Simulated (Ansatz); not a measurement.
# BHLYP/def2-TZVPP run of SeO2 (selenium dioxide)

Aim: the electronic atomisation energy of SeO2 (selenium dioxide) at BHLYP/def2-TZVPP, from 3 runs. 

The results are computed with Ansatz 0.2.0.

22 further runs of the same task are left out: 22 set aside as unsound or not needed.

## (1) The structure to begin with

SeO2 has 3 atoms, charge 0, and is taken as a singlet. As SMILES, `O=[Se]=O`. The coordinates come from a PBE0-D4/def2-TZVP relaxation.

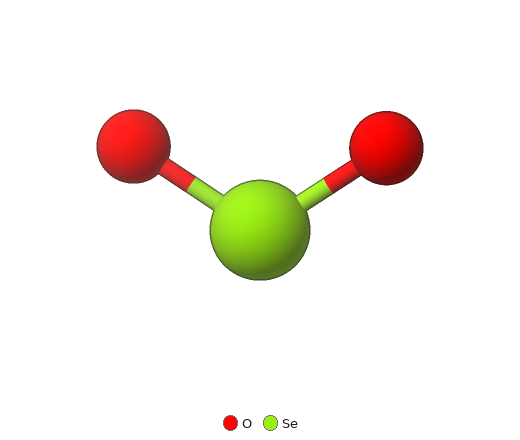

Viewed from a chosen angle; oxygen red, selenium green.

## (2) A single-point energy at BHLYP/def2-TZVPP

Contents of run.yaml:

```yaml
crystal:
  periodic: [false, false, false]
  atoms:
    - {symbol: O, position_ang: [0.450000, -1.291360, 0.094840]}
    - {symbol: Se, position_ang: [-0.515880, -0.067700, -0.261270]}
    - {symbol: O, position_ang: [0.065880, 1.359070, 0.166440]}
basis:
  gaussian:
    orbitals: def2-TZVPP
hamiltonian:
  xc: {name: BHLYP}
accuracy: high
output: {orbitals: {seedname: orbitals}}
```

Command:

```
$ ansatz run run.yaml --threads 1 --pin off --max-ram 3480MiB --events-out events.jsonl --progress --plain --runs-dir runs
```

The program printed:

```text
Warning: RAYON_NUM_THREADS=1 ignored (pool sized by the plan → 1); use --threads N
Functional definition: BHLYP
  name "BHLYP"
  parameter a = 0.5
  exchange = (1 - a)*b88_x + a*exact_x
  correlation = lyp_c
1653 factors; integrals over basis functions are off by at most 4.3e-9 eV
mean field evaluation 1: about -69431.4468 eV, gradient 7.1e1 eV
mean field evaluation 2: about -69413.9735 eV, gradient 1.2e2 eV
mean field evaluation 4: about -69440.3324 eV, gradient 1.6e0 eV
mean field evaluation 8: about -69440.6012 eV, gradient 1.9e-1 eV
mean field evaluation 16: about -69440.6014 eV, gradient 5.1e-5 eV
mean field -69440.60136970 eV, -2551.8950318062 hartree, gradient 9.8e-8 eV, S^2 0.000000; 0 other end points of the search recorded, 0 dependent functions left out
reference -69440.60138917 eV, -2551.8950325217 hartree; 25, 25 occupied and 85, 85 virtual orbitals, 1653 factors
Total energy: -69440.60138917 eV, -2551.8950325217 hartree
```

It took 7.5 s on 1 thread of Arm Neoverse V1, shared host; peak memory 0.3 GiB.

## (3) The O atom

Contents of job.yaml:

```yaml
basis:
  gaussian:
    orbitals: def2-TZVPP
crystal:
  periodic: [false, false, false]
  atoms:
    - {symbol: O, position_ang: [0.000000, 0.000000, 0.000000]}
total_charge: 0
magnetization:
  spin_polarized: true
  initial_magnetization: 2
hamiltonian:
  xc: {name: BHLYP}
accuracy: high
```

Command:

```
$ ansatz run job.yaml --threads 1 --pin off --max-ram 3480MiB --events-out events.jsonl --progress --plain --runs-dir runs
```

The program printed:

```text
Warning: RAYON_NUM_THREADS=1 ignored (pool sized by the plan → 1); use --threads N
[... 5 set-up lines as earlier in the session ...]
306 factors; integrals over basis functions are off by at most 3.5e-9 eV
mean field evaluation 1: about -2042.8318 eV, gradient 6.5e0 eV
mean field evaluation 2: about -2042.9427 eV, gradient 1.3e0 eV
mean field evaluation 4: about -2042.9519 eV, gradient 1.2e-1 eV
mean field evaluation 8: about -2042.9525 eV, gradient 1.4e-3 eV
mean field evaluation 16: about -2042.9525 eV, gradient 7.0e-8 eV
mean field -2042.95253179 eV, -75.0771207802 hartree, gradient 7.0e-8 eV, S^2 2.004422; 0 other end points of the search recorded, 0 dependent functions left out
reference -2042.95254437 eV, -75.0771212427 hartree; 5, 3 occupied and 26, 28 virtual orbitals, 306 factors
Total energy: -2042.95254437 eV, -75.0771212427 hartree
```

Run time: 0.5 s. Hardware: 1 thread of Arm Neoverse V1, shared host.

## (4) The Se atom

Contents of run.yaml:

```yaml
basis:
  gaussian:
    orbitals: def2-TZVPP
crystal:
  periodic: [false, false, false]
  atoms:
    - {symbol: Se, position_ang: [0.000000, 0.000000, 0.000000]}
magnetization:
  spin_polarized: true
  initial_magnetization: 2
hamiltonian:
  xc: {name: BHLYP}
accuracy: high
```

Command:

```
$ ansatz run run.yaml --threads 1 --pin off --max-ram 3480MiB --events-out events.jsonl --progress --plain --runs-dir runs
```

The program printed:

```text
Warning: RAYON_NUM_THREADS=1 ignored (pool sized by the plan → 1); use --threads N
[... 5 set-up lines as earlier in the session ...]
462 factors; integrals over basis functions are off by at most 4.5e-9 eV
mean field evaluation 1: about -65347.6434 eV, gradient 3.9e0 eV
mean field evaluation 2: about -65347.7316 eV, gradient 1.0e0 eV
mean field evaluation 4: about -65347.7417 eV, gradient 5.1e-1 eV
mean field evaluation 8: about -65347.7428 eV, gradient 2.5e-3 eV
mean field evaluation 16: about -65347.7428 eV, gradient 1.5e-8 eV
mean field -65347.74280995 eV, -2401.4852539748 hartree, gradient 1.2e-8 eV, S^2 2.003895; 0 other end points of the search recorded, 0 dependent functions left out
reference -65347.74282463 eV, -2401.4852545143 hartree; 18, 16 occupied and 30, 32 virtual orbitals, 462 factors
Total energy: -65347.74282463 eV, -2401.4852545143 hartree
```

Run time: 2.2 s. Hardware: 1 thread of Arm Neoverse V1, shared host; peak memory 0.11 GiB.

## (5) Outcome

At BHLYP/def2-TZVPP:

```
                     quantity           value
       molecule: total energy  -2551.89503 Eh
        molecule: HOMO energy       -10.66 eV
        molecule: LUMO energy        -3.21 eV
      molecule: HOMO–LUMO gap         7.45 eV
         O atom: total energy    -75.07712 Eh
                 O atom: ⟨S²⟩           2.004
        Se atom: total energy  -2401.48525 Eh
                Se atom: ⟨S²⟩           2.004
electronic atomisation energy        6.953 eV
```

In words: Taking the molecule apart into free atoms costs 6.95 eV (160 kcal/mol), before zero-point energy and without spin-orbit coupling.
